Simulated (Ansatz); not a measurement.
```json
{"atom": "S", "x (Å)": "-2.1391", "y (Å)": "-1.0101", "z (Å)": "1.5020"}
{"atom": "S", "x (Å)": "1.1319", "y (Å)": "-0.8875", "z (Å)": "-0.3230"}
{"atom": "S", "x (Å)": "-1.9922", "y (Å)": "1.7595", "z (Å)": "-1.7644"}
{"atom": "S", "x (Å)": "1.1225", "y (Å)": "2.2336", "z (Å)": "1.1268"}
{"atom": "Mg", "x (Å)": "-3.0151", "y (Å)": "-0.0380", "z (Å)": "-0.5273"}
{"atom": "Mg", "x (Å)": "-0.8743", "y (Å)": "-2.2144", "z (Å)": "-0.2059"}
{"atom": "Mg", "x (Å)": "-0.1236", "y (Å)": "0.2456", "z (Å)": "1.6770"}
{"atom": "Mg", "x (Å)": "2.8894", "y (Å)": "0.6046", "z (Å)": "0.7124"}
{"atom": "Mg", "x (Å)": "0.2568", "y (Å)": "1.3897", "z (Å)": "-0.9961"}
{"atom": "I", "x (Å)": "-2.6623", "y (Å)": "-2.2107", "z (Å)": "-2.2726"}
{"atom": "I", "x (Å)": "5.4062", "y (Å)": "0.1277", "z (Å)": "1.0711"}
```

Geometry: r2SCAN-D4/def2-SVP; core potentials replace the inner electrons of I.

The calculation used Ansatz, UKS PBE0-D4/def2-SVP.

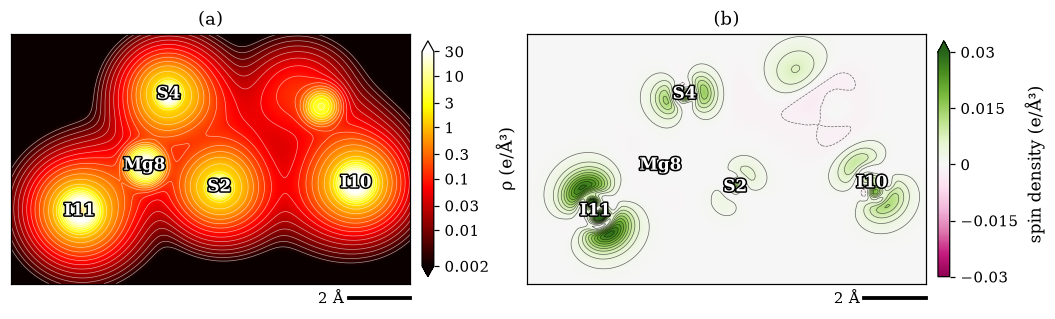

I2Mg5S4 (Mg5S4 zinc blende ring disc) (charge +1, doublet). (a) electron density; (b) spin density (α minus β) on the plane of atoms S4, Mg8 and I11.

### Interpret the plot.

The plane passes through S, Mg and I nuclei.
Mg–I (2.59 Å): ρ at the midpoint is about 0.41 e/Å³.
Mg–S (2.44 Å): the density is about 0.36 e/Å³ at the midpoint.
Mg–S (2.53 Å): the density is about 0.28 e/Å³ at the midpoint.
The unpaired spin (1 electron) lies mostly on S3 (about 0.8) and I11 (about 0.1), in electrons by Hirshfeld's partition.
